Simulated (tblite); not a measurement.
Geometry relaxation of C7H17B (part 4 of 4)

C7H17B, SMILES CB(C)CCC(C)C; GFN2-xTB geometry optimisation, gas phase (tblite 0.8.0). It belongs to a series of runs on one base structure; here: constitutional isomer.

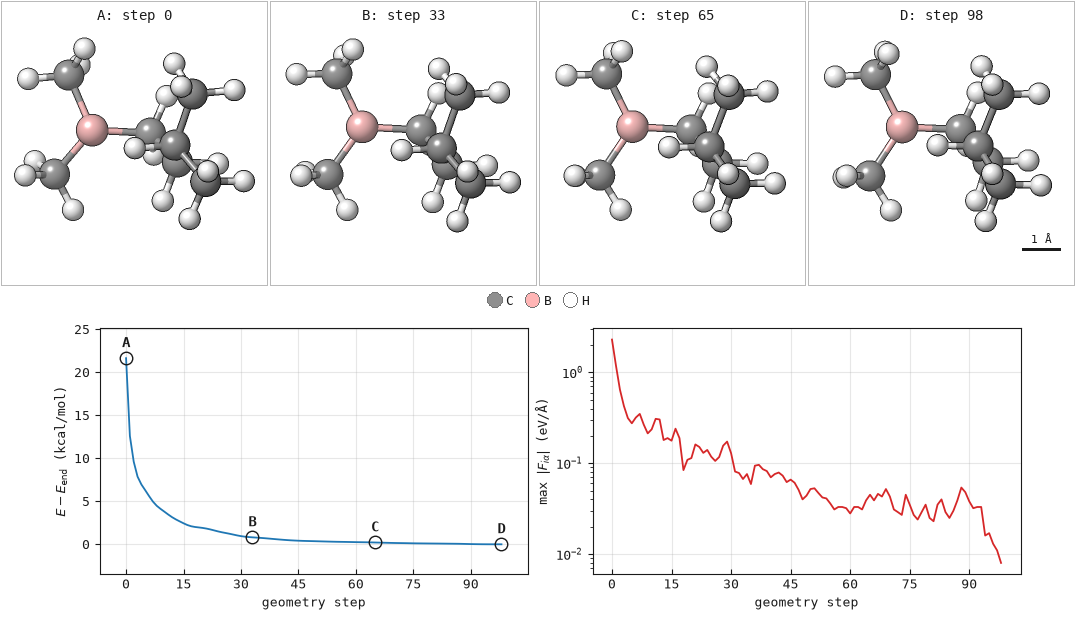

*Frames of the relaxation (ball-and-stick view, seen at a tilt) above the curves, on which the letters mark them (steps are counted from 0).*

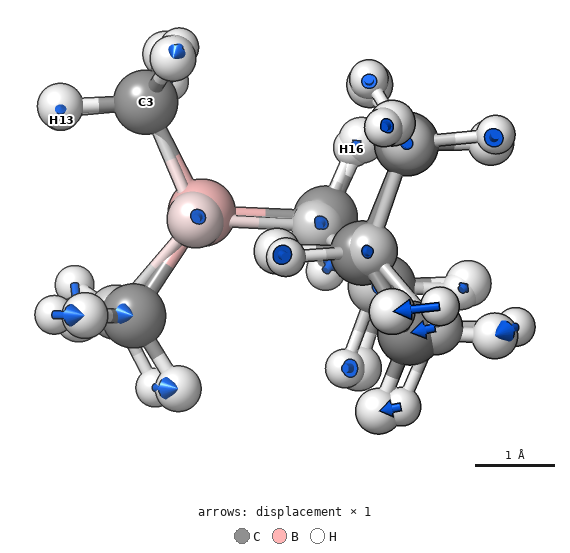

*Start (faint) and end (solid) with the displacements as blue arrows, at true length (ball-and-stick view, seen at a tilt). The two geometries are laid on each other by the best rigid fit.*

The energy falls by 21.6 kcal/mol in 98 geometry steps. Largest force component: 2.3 eV/Å at the start, 0.008 eV/Å at the end. H21 moves most after the best rigid fit: 0.61 Å. By element the largest moves are H 0.61 Å, C 0.36 Å, B 0.24 Å. Distances before and after: C4–C5 1.479 → 1.537 Å, C5–C6 1.480 → 1.533 Å, B2–C3 1.623 → 1.579 Å, C1–H11 1.128 → 1.089 Å. Among the angles that change: B2–C3–H13 107.1° → 114.3°, H13–C3–H14 114.1° → 107.4°, B2–C3–H12 104.7° → 111.2°. (Atoms are counted from 1 in the order of the input.)

Key numbers

```tsv
quantity	value
outcome	converged
total energy	−677.0924 eV
hardware	1 CPU thread, shared host
peak memory	0.18 GiB
```
